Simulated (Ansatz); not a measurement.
# C3HF5: the cost of one run

Program: Ansatz 0.2.0. Level of theory: the levels named in each step. These are calculated values, not measurements.

**1. The system as given**

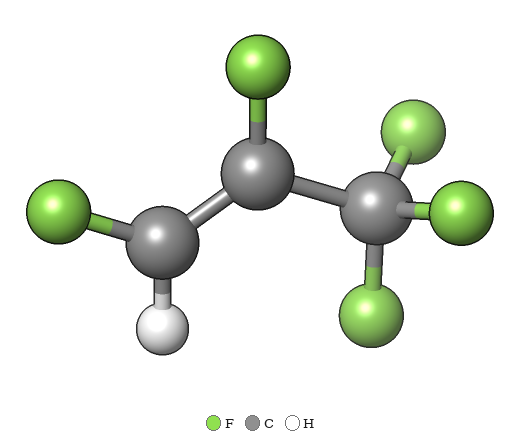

The starting structure, seen from a chosen angle (fluorine green, carbon grey, hydrogen white).

Coordinates:

```xyz
9

F     2.7862   -0.0059    0.2406
C     1.5493   -0.4720    0.2396
C     0.4949    0.2913   -0.0233
F     0.5784    1.5937   -0.3109
C    -0.9231   -0.2350   -0.0261
F    -0.9496   -1.5413    0.2675
F    -1.5112   -0.0879   -1.2154
F    -1.6908    0.3851    0.8727
H     1.4770   -1.5249    0.4715
```

**2. A rough first relaxation, PBE-D4/def2-SVP**

This run stands in another session on the same molecule. It ended at:

```xyz
9

F     2.7944    0.0152    0.2363
C     1.5573   -0.4770    0.2418
C     0.4829    0.2886   -0.0238
F     0.5721    1.5915   -0.3109
C    -0.9281   -0.2414   -0.0252
F    -0.9456   -1.5606    0.2722
F    -1.5086   -0.0720   -1.2327
F    -1.6905    0.4070    0.8816
H     1.4771   -1.5484    0.4768
```

**3. Relaxation, r2SCAN-D4/def2-TZVPP**

File input.yaml:

```yaml
crystal:
  periodic: [false, false, false]
  atoms:
    - { symbol: F, position_ang: [2.79442091, 0.01515302, 0.23629116] }
    - { symbol: C, position_ang: [1.55726005, -0.47696343, 0.24175655] }
    - { symbol: C, position_ang: [0.48287358, 0.28862246, -0.02375963] }
    - { symbol: F, position_ang: [0.57209311, 1.59147357, -0.31088749] }
    - { symbol: C, position_ang: [-0.92814726, -0.24135281, -0.02515946] }
    - { symbol: F, position_ang: [-0.94555132, -1.56057009, 0.27215959] }
    - { symbol: F, position_ang: [-1.5085852, -0.07198505, -1.23271055] }
    - { symbol: F, position_ang: [-1.69048803, 0.40695519, 0.88162348] }
    - { symbol: H, position_ang: [1.47713416, -1.54835287, 0.47679636] }
basis:
  gaussian: { orbitals: def2-TZVPP }
hamiltonian:
  xc: r2scan
  dispersion: d4
relax:
  f_tol: 0.002
  max_steps: 150
```

Started as:

```sh
$ ansatz run input.yaml --threads 4 --pin off --max-ram 10240MiB --backend cpu --events-out ev --progress --plain --runs-dir out
```

What time and memory should one allow on 4 threads of Arm Neoverse V1, shared host?

About 44 s, with a peak of 0.38 GiB.
